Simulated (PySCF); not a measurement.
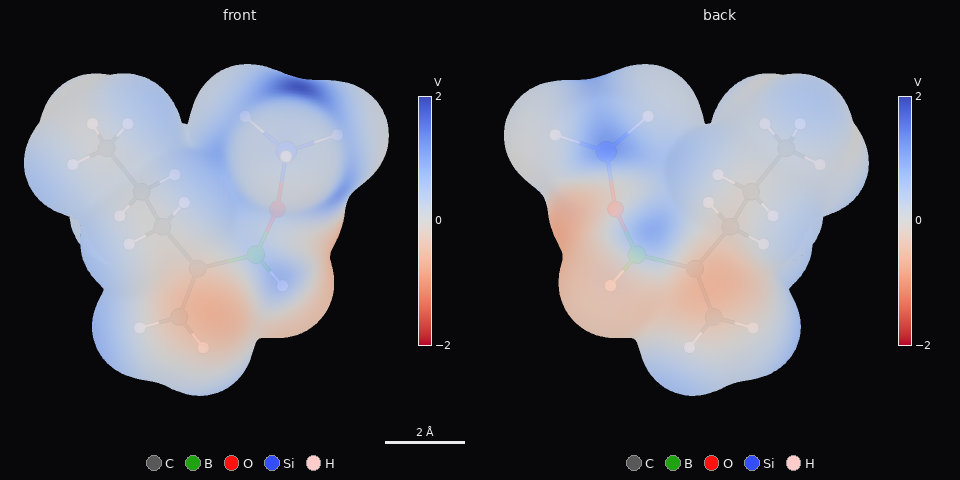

Figure. C5H13BOSi (SMILES C=C(BO[SiH3])CCC). The electrostatic potential painted on the density surface at 0.002 e/bohr³, seen from the front and from behind; the colour scale runs from red (negative) to blue (positive).

Geometry: GFN2-xTB.

Theory: PySCF, PBE0/pcSseg-1, SCF density, gas phase, non-relativistic.

```yaml
atoms:
  - { symbol: C, position_ang: [-0.2977, -2.6822, -0.6822] }
  - { symbol: C, position_ang: [0.1860, -1.4865, -0.3450] }
  - { symbol: B, position_ang: [1.5987, -1.0151, -0.8537] }
  - { symbol: O, position_ang: [2.1750, 0.0896, -0.4189] }
  - { symbol: Si, position_ang: [2.4850, 1.4354, 0.4038] }
  - { symbol: C, position_ang: [-0.6313, -0.5671, 0.5246] }
  - { symbol: C, position_ang: [-1.3308, 0.4954, -0.3289] }
  - { symbol: C, position_ang: [-2.1465, 1.4583, 0.5245] }
  - { symbol: H, position_ang: [0.2530, -3.3539, -1.3193] }
  - { symbol: H, position_ang: [-1.2550, -3.0404, -0.3313] }
  - { symbol: H, position_ang: [2.1892, -1.6702, -1.6397] }
  - { symbol: H, position_ang: [3.6933, 1.9940, -0.2035] }
  - { symbol: H, position_ang: [2.6939, 1.0495, 1.8001] }
  - { symbol: H, position_ang: [1.3584, 2.3624, 0.2723] }
  - { symbol: H, position_ang: [-1.3843, -1.1318, 1.0802] }
  - { symbol: H, position_ang: [0.0232, -0.0669, 1.2429] }
  - { symbol: H, position_ang: [-0.5797, 1.0505, -0.8949] }
  - { symbol: H, position_ang: [-1.9849, -0.0022, -1.0492] }
  - { symbol: H, position_ang: [-2.9188, 0.9229, 1.0732] }
  - { symbol: H, position_ang: [-1.5074, 1.9669, 1.2434] }
  - { symbol: H, position_ang: [-2.6282, 2.2084, -0.0989] }
```

Q: Where is the surface potential most negative and most positive?

A: The most negative region (about −0.7 V, or −16 kcal/mol for a unit charge) lies over C1, C2 and O4, the most positive (about +1.8 V, or +42 kcal/mol for a unit charge) over Si5.

Q: How polar is the molecule by this calculation?

A: Its dipole moment is 1.14 D.
